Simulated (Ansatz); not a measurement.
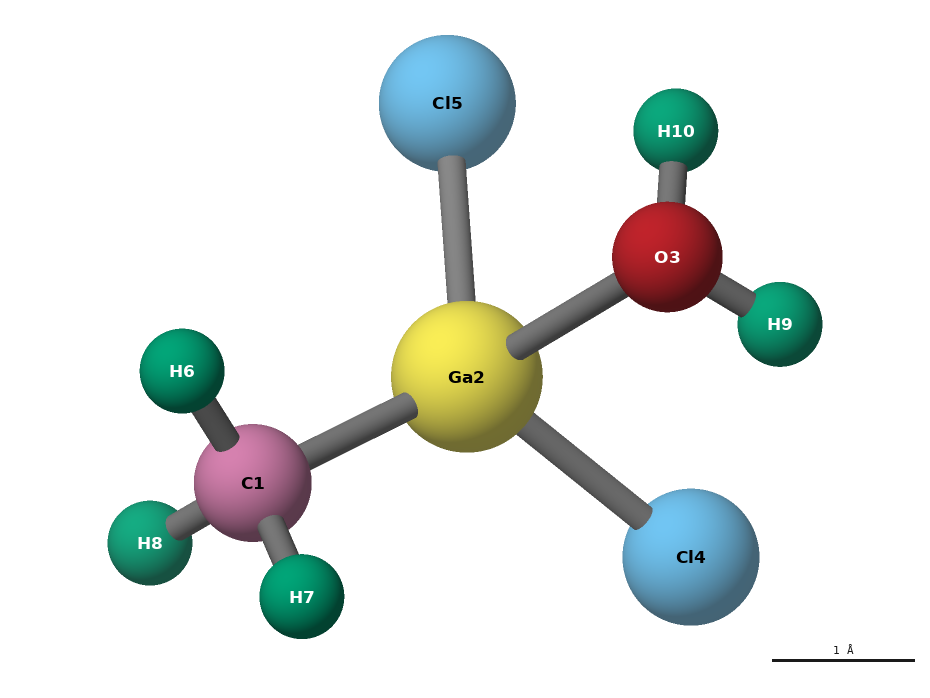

Atoms carry their numbers in the input. The geometry was computed by an optimisation with PBE-D4/def2-SVP. No frequency run is at hand to confirm it as a minimum.

Give the bond lengths.

```tsv
bond	length (Å)
C1–Ga2	1.955
C1–H6	1.107
C1–H7	1.107
C1–H8	1.108
Ga2–O3	2.141
Ga2–Cl4	2.211
Ga2–Cl5	2.211
O3–H9	0.985
O3–H10	0.986
```
